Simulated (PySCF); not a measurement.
Input file:

```
{"job": {"kind": "nmr", "xc": "PBE0", "basis": "pcSseg-1"}, "charge": 0, "multiplicity": 1}
C     -2.337287     1.260906    -0.790103
C     -2.321853     0.806284     0.633106
C     -1.964170    -0.387550     1.085420
C     -1.478339    -1.546646     0.281202
Si     0.434840    -1.638318     0.249624
C      1.155949    -0.024417    -0.463033
O      2.557653    -0.195093    -0.451018
Si     3.711901     0.828020    -0.938794
H     -1.962931     0.498518    -1.465737
H     -1.721129     2.152974    -0.900912
H     -3.352825     1.525427    -1.086680
H     -2.654016     1.554640     1.341962
H     -1.995655    -0.565208     2.152609
H     -1.863009    -1.499005    -0.736798
H     -1.857691    -2.468944     0.720388
H      0.960452    -1.814654     1.607044
H      0.855558    -2.756028    -0.603584
H      0.825642     0.177127    -1.487030
H      0.888088     0.852790     0.134236
H      3.542844     1.186559    -2.352134
H      3.688298     2.072249    -0.161259
H      4.877272    -0.000245    -0.682401
```

Launched as:

```sh
OMP_NUM_THREADS=1 python probes_run.py task.json out
```

Geometry: GFN2-xTB.

Level of theory: PySCF, PBE0/pcSseg-1, SCF density, gas phase, non-relativistic.

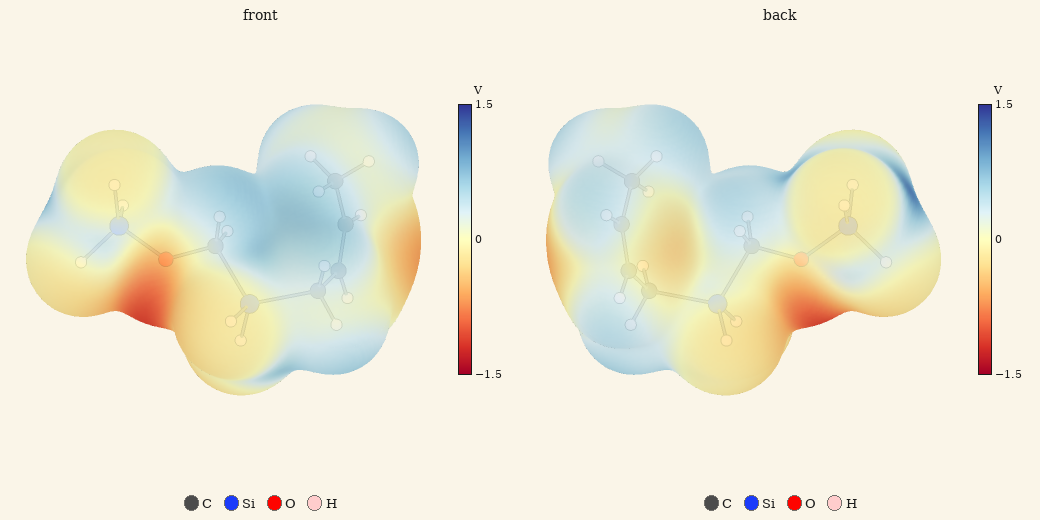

C₅H₁₄OSi₂ (SMILES C/C=C\C[SiH2]CO[SiH3]). The molecular electrostatic potential painted on the density surface at 0.001 e/bohr³, seen from the front and from behind; red is negative and blue positive.

> Describe the electrostatic potential map.

The most negative region (about −1.1 V) lies over O7, the most positive (about +1.0 V) over Si8. O7 is the likeliest acceptor of a hydrogen bond.
